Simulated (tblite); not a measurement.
**Geometry relaxation of CH3F3OSi**

The run: geometry relaxation of CH3F3OSi, SMILES O[Si](F)(F)CF. Method and program: GFN2-xTB geometry optimisation, gas phase (tblite 0.8.0).

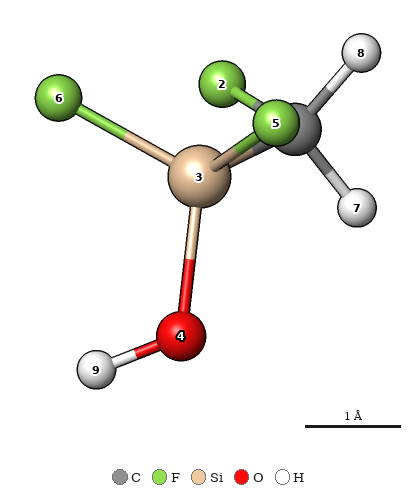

The starting structure (ball-and-stick view, seen at a tilt; atoms are numbered from 1 in the order of the input). Bond lengths as drawn: C–F 1.37 Å, C–H 1.11 to 1.12 Å, C–Si 1.86 Å, F–Si 1.69 to 1.70 Å, H–O 0.97 Å and O–Si 1.70 Å.

The input:
```
{"job": {"kind": "relax", "xc": "GFN2-xTB", "basis": "xTB"}, "charge": 0, "multiplicity": 1}
C      1.175081    -0.320115     0.189569
F      2.003326     0.333416    -0.688784
Si    -0.578141     0.314572     0.150464
O     -1.650768    -0.702721    -0.684828
F     -1.114300     0.431330     1.753043
F     -0.555682     1.897288    -0.468102
H      1.214244    -1.413550     0.026460
H      1.539156    -0.160934     1.239104
H     -1.999704    -0.370282    -1.526099
```

The first line tells a small driver script what to run in tblite; the rest is the geometry in Å.

Hardware: 1 CPU thread, shared host.

Run as:
```bash
OMP_NUM_THREADS=1 python <driver script> task.json out
```

Log:
```
step      E/eV     max force
  0    -647.67187    2.714
  1    -647.98228    1.682
  2    -648.13075    1.408
  3    -648.15520    0.597
  4    -648.16899    0.322
  5    -648.17504    0.359
  6    -648.18086    0.212
  7    -648.18591    0.187
  8    -648.18971    0.137
  9    -648.19177    0.136
 10    -648.19316    0.130
 11    -648.19433    0.114
 12    -648.19511    0.066
 13    -648.19547    0.063
 14    -648.19572    0.060
 15    -648.19618    0.090
 16    -648.19712    0.138
 17    -648.19864    0.167
 18    -648.20006    0.133
 19    -648.20099    0.069
 20    -648.20172    0.089
 21    -648.20260    0.099
 22    -648.20376    0.108
 23    -648.20508    0.122
 24    -648.20655    0.120
 25    -648.20803    0.252
 26    -648.20899    0.247
 27    -648.21178    0.171
 28    -648.21408    0.090
 29    -648.21551    0.207
 30    -648.21759    0.132
 31    -648.21970    0.151
 32    -648.22384    0.144
 33    -648.22596    0.541
 34    -648.23217    0.364
 35    -648.23482    0.130
 36    -648.23655    0.112
 37    -648.23755    0.120
 38    -648.23839    0.070
 39    -648.23932    0.062
 40    -648.23992    0.037
 41    -648.24010    0.023
 42    -648.24016    0.023
 43    -648.24023    0.030
 44    -648.24034    0.034
 45    -648.24046    0.039
 46    -648.24052    0.015
 47    -648.24054    0.018
 48    -648.24055    0.012
 49    -648.24057    0.012
 50    -648.24061    0.018
 51    -648.24064    0.020
 52    -648.24067    0.021
 53    -648.24072    0.021
 54    -648.24079    0.029
 55    -648.24090    0.034
 56    -648.24102    0.027
 57    -648.24112    0.033
 58    -648.24121    0.051
 59    -648.24136    0.071
 60    -648.24159    0.086
 61    -648.24183    0.082
 62    -648.24196    0.053
 63    -648.24203    0.036
 64    -648.24209    0.023
 65    -648.24219    0.038
 66    -648.24235    0.070
 67    -648.24248    0.088
 68    -648.24269    0.075
 69    -648.24278    0.022
 70    -648.24285    0.025
 71    -648.24303    0.034
 72    -648.24330    0.040
 73    -648.24393    0.039
 74    -648.24440    0.023
 75    -648.24443    0.049
 76    -648.24446    0.052
 77    -648.24460    0.022
 78    -648.24464    0.018
 79    -648.24473    0.016
 80    -648.24474    0.010
 81    -648.24474    0.003
```

Trajectory as extended XYZ (Å, eV, eV/Å), 28 frames, from step=0 to step=81:
```
9
Properties=species:S:1:pos:R:3:forces:R:3 step=0 energy=-647.67187
C     1.1751   -0.3201    0.1896    0.2720  -0.4510   1.1300
F     2.0033    0.3334   -0.6888    0.0020  -0.3390   0.1900
Si   -0.5781    0.3146    0.1505   -2.5650   0.8840  -0.0740
O    -1.6508   -0.7027   -0.6848    1.3790   1.9880   0.6990
F    -1.1143    0.4313    1.7530    0.6410  -0.0990  -2.2850
F    -0.5557    1.8973   -0.4681   -0.3020  -2.2460   0.8870
H     1.2142   -1.4135    0.0265    0.2290   0.4740  -0.2650
H     1.5392   -0.1609    1.2391    0.2040   0.0220  -0.8090
H    -1.9997   -0.3703   -1.5261    0.1410  -0.2330   0.5270
9
Properties=species:S:1:pos:R:3:forces:R:3 step=3 energy=-648.15520
C     1.1588   -0.3260    0.2182   -0.1640   0.0210   0.0310
F     1.9994    0.3152   -0.6756   -0.1230  -0.1850   0.1550
Si   -0.6283    0.3361    0.1498    0.5610  -0.1990  -0.0390
O    -1.6110   -0.6285   -0.6672   -0.0170   0.1940   0.1030
F    -1.0981    0.4307    1.6705   -0.1740   0.0880  -0.1580
F    -0.5746    1.8181   -0.4352   -0.2790  -0.0310   0.0780
H     1.2248   -1.3983    0.0142    0.0500   0.0620  -0.1020
H     1.5565   -0.1573    1.2198    0.2390   0.0550   0.0180
H    -1.9943   -0.3810   -1.5036   -0.0940  -0.0060  -0.0860
9
Properties=species:S:1:pos:R:3:forces:R:3 step=6 energy=-648.18086
C     1.1601   -0.3314    0.2292    0.1940  -0.0650   0.0540
F     1.9923    0.3007   -0.6663    0.1190   0.0450  -0.1220
Si   -0.5998    0.3266    0.1469   -0.1680   0.0830   0.0020
O    -1.6125   -0.6065   -0.6626   -0.0670  -0.0350  -0.0500
F    -1.1135    0.4391    1.6500   -0.1110   0.0500  -0.0070
F    -0.6021    1.8119   -0.4260   -0.1190   0.0760   0.0150
H     1.2294   -1.3948    0.0050    0.0220  -0.1390   0.0190
H     1.5799   -0.1536    1.2196    0.1500  -0.0370   0.0890
H    -2.0005   -0.3830   -1.5050   -0.0190   0.0220   0.0000
9
Properties=species:S:1:pos:R:3:forces:R:3 step=9 energy=-648.19177
C     1.1800   -0.3397    0.2393   -0.0920   0.0680  -0.0750
F     2.0007    0.2945   -0.6722    0.0560  -0.0400   0.0020
Si   -0.5967    0.3279    0.1451   -0.0260   0.0010   0.0120
O    -1.6201   -0.5979   -0.6638    0.0340  -0.0520  -0.0150
F    -1.1377    0.4506    1.6375   -0.0520   0.0180   0.0360
F    -0.6341    1.8178   -0.4186   -0.0250   0.0240   0.0070
H     1.2357   -1.4065    0.0035    0.0480   0.0280   0.0980
H     1.6128   -0.1572    1.2278    0.0550  -0.0830  -0.0640
H    -2.0075   -0.3805   -1.5078    0.0010   0.0360  -0.0010
9
Properties=species:S:1:pos:R:3:forces:R:3 step=12 energy=-648.19511
C     1.1796   -0.3361    0.2355    0.0240  -0.0110   0.0220
F     2.0097    0.2885   -0.6750   -0.0290  -0.0380   0.0040
Si   -0.6019    0.3302    0.1468    0.0230  -0.0060   0.0140
O    -1.6178   -0.6023   -0.6671    0.0650   0.0030  -0.0110
F    -1.1505    0.4559    1.6378   -0.0110   0.0010  -0.0220
F    -0.6460    1.8220   -0.4154   -0.0190  -0.0260   0.0180
H     1.2420   -1.4066    0.0146   -0.0280   0.0430   0.0100
H     1.6271   -0.1676    1.2215   -0.0290   0.0130  -0.0580
H    -2.0089   -0.3751   -1.5077    0.0050   0.0220   0.0220
9
Properties=species:S:1:pos:R:3:forces:R:3 step=15 energy=-648.19618
C     1.1801   -0.3357    0.2359   -0.0130   0.0040  -0.0180
F     2.0095    0.2820   -0.6769    0.0080   0.0110  -0.0540
Si   -0.5991    0.3297    0.1489   -0.0040   0.0080   0.0020
O    -1.6081   -0.6034   -0.6703    0.0370  -0.0430  -0.0350
F    -1.1569    0.4579    1.6352   -0.0090  -0.0050   0.0230
F    -0.6533    1.8205   -0.4119   -0.0020   0.0240   0.0000
H     1.2399   -1.4039    0.0185   -0.0350  -0.0650  -0.0120
H     1.6301   -0.1678    1.2159    0.0170   0.0430   0.0770
H    -2.0089   -0.3702   -1.5045    0.0000   0.0240   0.0180
9
Properties=species:S:1:pos:R:3:forces:R:3 step=18 energy=-648.20006
C     1.1850   -0.3351    0.2351   -0.0750   0.0110   0.0000
F     2.0075    0.2544   -0.7018   -0.0150   0.0030  -0.0090
Si   -0.5917    0.3309    0.1597   -0.0530   0.0130  -0.0490
O    -1.5477   -0.6245   -0.6961   -0.0170  -0.0180  -0.1140
F    -1.1864    0.4637    1.6319    0.0340  -0.0320   0.0370
F    -0.6835    1.8207   -0.3960    0.0280   0.0790  -0.0170
H     1.2162   -1.4075    0.0340    0.0230  -0.0660   0.0020
H     1.6423   -0.1545    1.2076    0.0940   0.0320   0.0890
H    -2.0084   -0.3392   -1.4834   -0.0180  -0.0220   0.0610
9
Properties=species:S:1:pos:R:3:forces:R:3 step=21 energy=-648.20260
C     1.1819   -0.3351    0.2378    0.0410  -0.0220   0.0660
F     2.0021    0.2441   -0.7110   -0.0630  -0.0240   0.0440
Si   -0.5952    0.3339    0.1589    0.0240   0.0150  -0.0060
O    -1.5222   -0.6354   -0.7148    0.0340   0.0390  -0.0160
F    -1.1912    0.4608    1.6337    0.0340  -0.0300  -0.0410
F    -0.6894    1.8278   -0.3917    0.0110  -0.0120   0.0130
H     1.2086   -1.4127    0.0411    0.0220   0.0660   0.0490
H     1.6522   -0.1457    1.2094   -0.0090  -0.0140  -0.0820
H    -2.0137   -0.3288   -1.4726   -0.0930  -0.0180  -0.0270
9
Properties=species:S:1:pos:R:3:forces:R:3 step=24 energy=-648.20655
C     1.1781   -0.3375    0.2524    0.0690   0.0200  -0.0590
F     1.9833    0.2266   -0.7159    0.0450   0.0420  -0.0600
Si   -0.5937    0.3390    0.1528    0.0500  -0.0380   0.0170
O    -1.4848   -0.6380   -0.7497   -0.0020   0.1080  -0.0520
F    -1.1907    0.4500    1.6283   -0.0310  -0.0090  -0.0150
F    -0.6960    1.8383   -0.3834    0.0120  -0.0540   0.0240
H     1.2054   -1.4138    0.0595   -0.0150  -0.0090   0.0970
H     1.6730   -0.1340    1.2062   -0.0750  -0.0180   0.0080
H    -2.0413   -0.3217   -1.4594   -0.0540  -0.0420   0.0400
9
Properties=species:S:1:pos:R:3:forces:R:3 step=27 energy=-648.21178
C     1.1840   -0.3375    0.2620   -0.0590   0.0480  -0.1480
F     1.9677    0.2044   -0.7331    0.1410   0.0240  -0.0930
Si   -0.5826    0.3394    0.1497   -0.0210  -0.0390  -0.0230
O    -1.4307   -0.6253   -0.8026   -0.1070   0.0560  -0.1200
F    -1.2022    0.4376    1.6158   -0.0730  -0.0270   0.0590
F    -0.7105    1.8416   -0.3655    0.0500   0.0560   0.0050
H     1.1976   -1.4151    0.0989    0.0190  -0.1290   0.0250
H     1.6920   -0.1215    1.1994   -0.0040   0.0700   0.1540
H    -2.0821   -0.3147   -1.4338    0.0540  -0.0590   0.1410
9
Properties=species:S:1:pos:R:3:forces:R:3 step=30 energy=-648.21759
C     1.1869   -0.3346    0.2568    0.0230  -0.0310   0.0490
F     1.9695    0.1953   -0.7492    0.0490  -0.1020   0.0670
Si   -0.5810    0.3381    0.1454    0.0000   0.0440   0.0040
O    -1.4037   -0.6129   -0.8402   -0.0780  -0.0090  -0.0300
F    -1.2087    0.4220    1.6133   -0.0390  -0.0410  -0.0650
F    -0.7039    1.8471   -0.3549    0.0360   0.0260   0.0420
H     1.1957   -1.4221    0.1281    0.0620   0.0570  -0.0570
H     1.6907   -0.1067    1.2027   -0.0570   0.0750  -0.0890
H    -2.1122   -0.3171   -1.4111    0.0030  -0.0200   0.0790
9
Properties=species:S:1:pos:R:3:forces:R:3 step=33 energy=-648.22596
C     1.1936   -0.3351    0.2598    0.0230   0.0030   0.0090
F     1.9845    0.1531   -0.7605    0.0340  -0.0970   0.0800
Si   -0.5723    0.3397    0.1187   -0.0520  -0.0200  -0.0870
O    -1.3690   -0.5599   -0.9357   -0.4140   0.0680  -0.0870
F    -1.2237    0.3616    1.5819   -0.0420  -0.0210  -0.1280
F    -0.6652    1.8712   -0.3173    0.0170   0.0020   0.0810
H     1.2250   -1.4275    0.1892    0.0010   0.0720  -0.0640
H     1.6797   -0.0486    1.1990   -0.0300   0.0540  -0.0770
H    -2.2194   -0.3454   -1.3443    0.4640  -0.0610   0.2720
9
Properties=species:S:1:pos:R:3:forces:R:3 step=36 energy=-648.23655
C     1.1983   -0.3342    0.2528   -0.0110   0.0080  -0.0090
F     2.0109    0.1263   -0.7607   -0.0150   0.0140   0.0120
Si   -0.5703    0.3383    0.1102    0.0200  -0.0230  -0.0690
O    -1.3690   -0.5539   -0.9458   -0.0940  -0.0320   0.0150
F    -1.2499    0.3488    1.5601    0.0020  -0.0370  -0.0790
F    -0.6594    1.8767   -0.2954    0.0170   0.0510   0.0330
H     1.2341   -1.4254    0.1917   -0.0380   0.0160   0.0290
H     1.6677   -0.0229    1.1900    0.0290  -0.0020   0.0040
H    -2.2290   -0.3448   -1.3122    0.0910   0.0040   0.0650
9
Properties=species:S:1:pos:R:3:forces:R:3 step=39 energy=-648.23932
C     1.2004   -0.3321    0.2510    0.0150   0.0070   0.0020
F     2.0212    0.1109   -0.7620   -0.0020   0.0390  -0.0390
Si   -0.5661    0.3385    0.0953    0.0270   0.0280   0.0010
O    -1.3675   -0.5555   -0.9561   -0.0160   0.0020   0.0060
F    -1.2637    0.3322    1.5359    0.0030  -0.0350  -0.0170
F    -0.6525    1.8869   -0.2765    0.0140  -0.0110  -0.0080
H     1.2339   -1.4236    0.2035   -0.0370   0.0010   0.0500
H     1.6668   -0.0061    1.1850    0.0130  -0.0230   0.0160
H    -2.2391   -0.3425   -1.2851   -0.0170  -0.0070  -0.0110
9
Properties=species:S:1:pos:R:3:forces:R:3 step=42 energy=-648.24016
C     1.2024   -0.3302    0.2508    0.0010   0.0100   0.0050
F     2.0222    0.1121   -0.7641   -0.0010  -0.0140   0.0000
Si   -0.5630    0.3396    0.0876   -0.0080  -0.0050   0.0080
O    -1.3713   -0.5501   -0.9630   -0.0070   0.0160  -0.0040
F    -1.2626    0.3192    1.5268   -0.0100  -0.0180   0.0090
F    -0.6423    1.8906   -0.2720    0.0050  -0.0050  -0.0160
H     1.2335   -1.4225    0.2161   -0.0120   0.0130  -0.0050
H     1.6658   -0.0023    1.1859    0.0170   0.0050  -0.0010
H    -2.2513   -0.3475   -1.2774    0.0140  -0.0020   0.0040
9
Properties=species:S:1:pos:R:3:forces:R:3 step=45 energy=-648.24046
C     1.2035   -0.3274    0.2526   -0.0060  -0.0010   0.0000
F     2.0211    0.1082   -0.7671   -0.0060  -0.0120   0.0120
Si   -0.5629    0.3395    0.0890   -0.0030   0.0030   0.0010
O    -1.3689   -0.5456   -0.9672   -0.0270   0.0070  -0.0050
F    -1.2662    0.3117    1.5265   -0.0040  -0.0070  -0.0010
F    -0.6413    1.8897   -0.2741    0.0010   0.0070   0.0020
H     1.2286   -1.4196    0.2206    0.0040  -0.0040  -0.0040
H     1.6721   -0.0004    1.1857    0.0040   0.0130  -0.0140
H    -2.2527   -0.3471   -1.2751    0.0380  -0.0050   0.0100
9
Properties=species:S:1:pos:R:3:forces:R:3 step=48 energy=-648.24055
C     1.2037   -0.3265    0.2529   -0.0010  -0.0060  -0.0010
F     2.0227    0.1034   -0.7677   -0.0060   0.0020  -0.0060
Si   -0.5627    0.3400    0.0878    0.0000   0.0020   0.0010
O    -1.3680   -0.5441   -0.9698    0.0040   0.0050   0.0030
F    -1.2702    0.3065    1.5232    0.0010  -0.0010   0.0020
F    -0.6399    1.8911   -0.2719   -0.0020   0.0020   0.0040
H     1.2278   -1.4188    0.2230    0.0020  -0.0070   0.0100
H     1.6736    0.0042    1.1838   -0.0020   0.0040  -0.0050
H    -2.2537   -0.3467   -1.2704    0.0030  -0.0020  -0.0080
9
Properties=species:S:1:pos:R:3:forces:R:3 step=51 energy=-648.24064
C     1.2033   -0.3278    0.2528    0.0020   0.0080   0.0020
F     2.0204    0.0997   -0.7703   -0.0050  -0.0120  -0.0150
Si   -0.5622    0.3411    0.0883   -0.0030  -0.0050  -0.0010
O    -1.3652   -0.5409   -0.9725    0.0080  -0.0020   0.0020
F    -1.2727    0.3028    1.5221    0.0030   0.0030   0.0040
F    -0.6409    1.8927   -0.2691    0.0020  -0.0010   0.0090
H     1.2275   -1.4206    0.2288    0.0030   0.0100   0.0020
H     1.6754    0.0086    1.1803   -0.0010  -0.0010   0.0110
H    -2.2524   -0.3466   -1.2696   -0.0090   0.0000  -0.0130
9
Properties=species:S:1:pos:R:3:forces:R:3 step=54 energy=-648.24079
C     1.2031   -0.3274    0.2542    0.0020   0.0100   0.0000
F     2.0132    0.0897   -0.7789    0.0000  -0.0180  -0.0020
Si   -0.5622    0.3421    0.0904   -0.0030  -0.0030  -0.0030
O    -1.3587   -0.5343   -0.9796   -0.0270  -0.0090  -0.0030
F    -1.2767    0.2953    1.5221    0.0050   0.0060  -0.0040
F    -0.6427    1.8946   -0.2636    0.0050  -0.0020   0.0210
H     1.2256   -1.4205    0.2410    0.0030   0.0120  -0.0050
H     1.6814    0.0159    1.1761   -0.0010   0.0060   0.0030
H    -2.2499   -0.3463   -1.2708    0.0160  -0.0030  -0.0080
9
Properties=species:S:1:pos:R:3:forces:R:3 step=57 energy=-648.24112
C     1.2025   -0.3258    0.2554    0.0030  -0.0050  -0.0030
F     2.0016    0.0636   -0.7968    0.0170   0.0060   0.0150
Si   -0.5624    0.3433    0.0907   -0.0020  -0.0030   0.0040
O    -1.3498   -0.5237   -0.9931    0.0010  -0.0130   0.0110
F    -1.2845    0.2812    1.5179    0.0020   0.0010   0.0020
F    -0.6431    1.9006   -0.2423    0.0070  -0.0080   0.0140
H     1.2261   -1.4185    0.2660   -0.0190  -0.0050   0.0040
H     1.6886    0.0354    1.1667    0.0110   0.0210  -0.0220
H    -2.2459   -0.3470   -1.2735   -0.0200   0.0050  -0.0250
9
Properties=species:S:1:pos:R:3:forces:R:3 step=60 energy=-648.24159
C     1.2022   -0.3237    0.2551    0.0090  -0.0040   0.0010
F     1.9909    0.0260   -0.8184    0.0100   0.0090   0.0050
Si   -0.5633    0.3436    0.0904   -0.0030  -0.0110   0.0020
O    -1.3422   -0.5095   -1.0103    0.0640  -0.0090   0.0290
F    -1.2959    0.2586    1.5109    0.0010  -0.0090   0.0150
F    -0.6389    1.9083   -0.2067    0.0000  -0.0100  -0.0100
H     1.2237   -1.4156    0.3039   -0.0170   0.0020   0.0110
H     1.6997    0.0702    1.1465    0.0080   0.0080  -0.0160
H    -2.2429   -0.3489   -1.2807   -0.0730   0.0230  -0.0380
9
Properties=species:S:1:pos:R:3:forces:R:3 step=63 energy=-648.24203
C     1.2013   -0.3212    0.2565   -0.0010   0.0020  -0.0010
F     1.9756   -0.0029   -0.8370    0.0010  -0.0090  -0.0070
Si   -0.5660    0.3424    0.0967    0.0070   0.0040   0.0000
O    -1.3333   -0.4990   -1.0204    0.0130  -0.0130   0.0230
F    -1.3015    0.2430    1.5148    0.0010  -0.0170  -0.0010
F    -0.6403    1.9101   -0.1830   -0.0080   0.0060  -0.0120
H     1.2152   -1.4113    0.3356    0.0150  -0.0030   0.0040
H     1.7161    0.0951    1.1270   -0.0070   0.0050   0.0090
H    -2.2339   -0.3471   -1.2994   -0.0220   0.0250  -0.0140
9
Properties=species:S:1:pos:R:3:forces:R:3 step=66 energy=-648.24235
C     1.2004   -0.3210    0.2571   -0.0050  -0.0010   0.0050
F     1.9689   -0.0030   -0.8404    0.0080  -0.0070  -0.0060
Si   -0.5675    0.3421    0.1029    0.0110   0.0170   0.0060
O    -1.3325   -0.5070   -1.0094   -0.0690  -0.0040  -0.0120
F    -1.2970    0.2460    1.5246    0.0050  -0.0090  -0.0150
F    -0.6495    1.9077   -0.1892   -0.0050  -0.0090   0.0010
H     1.2123   -1.4111    0.3350    0.0170  -0.0090   0.0020
H     1.7207    0.0919    1.1260   -0.0080   0.0130   0.0050
H    -2.2227   -0.3366   -1.3157    0.0470   0.0090   0.0140
9
Properties=species:S:1:pos:R:3:forces:R:3 step=69 energy=-648.24278
C     1.2008   -0.3198    0.2565    0.0050  -0.0040   0.0020
F     1.9645   -0.0204   -0.8501   -0.0040   0.0010   0.0060
Si   -0.5678    0.3424    0.1048   -0.0070  -0.0170  -0.0050
O    -1.3362   -0.5082   -1.0043   -0.0040   0.0020  -0.0150
F    -1.2982    0.2339    1.5247    0.0100   0.0030   0.0040
F    -0.6521    1.9096   -0.1782   -0.0070  -0.0140  -0.0050
H     1.2138   -1.4090    0.3506    0.0090   0.0050   0.0100
H     1.7246    0.1076    1.1166   -0.0030   0.0030  -0.0050
H    -2.2162   -0.3272   -1.3297    0.0020   0.0200   0.0080
9
Properties=species:S:1:pos:R:3:forces:R:3 step=72 energy=-648.24330
C     1.2021   -0.3179    0.2576    0.0090   0.0040  -0.0040
F     1.9448   -0.0743   -0.8775   -0.0230  -0.0030   0.0280
Si   -0.5697    0.3387    0.1092   -0.0170  -0.0310  -0.0190
O    -1.3316   -0.4966   -1.0163    0.0140   0.0170  -0.0100
F    -1.3062    0.2022    1.5234    0.0160   0.0010   0.0120
F    -0.6616    1.9115   -0.1415    0.0000  -0.0270  -0.0140
H     1.2177   -1.4016    0.4061    0.0070   0.0270   0.0060
H     1.7422    0.1528    1.0849   -0.0070  -0.0100  -0.0130
H    -2.2045   -0.3058   -1.3549    0.0010   0.0220   0.0130
9
Properties=species:S:1:pos:R:3:forces:R:3 step=75 energy=-648.24443
C     1.2063   -0.3139    0.2625    0.0170  -0.0100   0.0020
F     1.9138   -0.1608   -0.9104   -0.0260  -0.0070   0.0390
Si   -0.5744    0.3208    0.1124    0.0040  -0.0020   0.0050
O    -1.3321   -0.4738   -1.0444    0.0080   0.0020   0.0060
F    -1.3094    0.1428    1.5234    0.0170  -0.0040  -0.0100
F    -0.6816    1.8994   -0.0997    0.0120  -0.0180  -0.0010
H     1.2368   -1.3816    0.5025   -0.0050   0.0430  -0.0170
H     1.7691    0.2252    1.0324   -0.0370  -0.0090  -0.0310
H    -2.1952   -0.2488   -1.3880    0.0100   0.0040   0.0070
9
Properties=species:S:1:pos:R:3:forces:R:3 step=78 energy=-648.24464
C     1.2060   -0.3142    0.2619   -0.0070  -0.0010   0.0050
F     1.9175   -0.1533   -0.9059   -0.0060   0.0010  -0.0030
Si   -0.5743    0.3200    0.1114    0.0090  -0.0020   0.0020
O    -1.3348   -0.4767   -1.0419    0.0020  -0.0010  -0.0010
F    -1.3060    0.1459    1.5242    0.0090  -0.0030   0.0000
F    -0.6792    1.8977   -0.1055    0.0080  -0.0060  -0.0010
H     1.2373   -1.3819    0.4952   -0.0080   0.0020  -0.0050
H     1.7639    0.2206    1.0365   -0.0160   0.0100   0.0000
H    -2.1973   -0.2491   -1.3851    0.0090   0.0020   0.0050
9
Properties=species:S:1:pos:R:3:forces:R:3 step=81 energy=-648.24474
C     1.2049   -0.3142    0.2615    0.0030   0.0010   0.0010
F     1.9167   -0.1529   -0.9061   -0.0020  -0.0010   0.0010
Si   -0.5745    0.3180    0.1113    0.0000  -0.0010   0.0000
O    -1.3366   -0.4787   -1.0408    0.0030   0.0000   0.0020
F    -1.3010    0.1437    1.5265   -0.0010   0.0000   0.0000
F    -0.6764    1.8955   -0.1068    0.0000   0.0000   0.0000
H     1.2375   -1.3815    0.4959    0.0000  -0.0010  -0.0010
H     1.7589    0.2243    1.0362    0.0000   0.0010   0.0000
H    -2.1962   -0.2453   -1.3868   -0.0030   0.0010  -0.0010
```

Results in brief:

- outcome: converged
- total energy: −648.2447 eV
- wall time: 1.7 s
- peak memory: 0.18 GiB
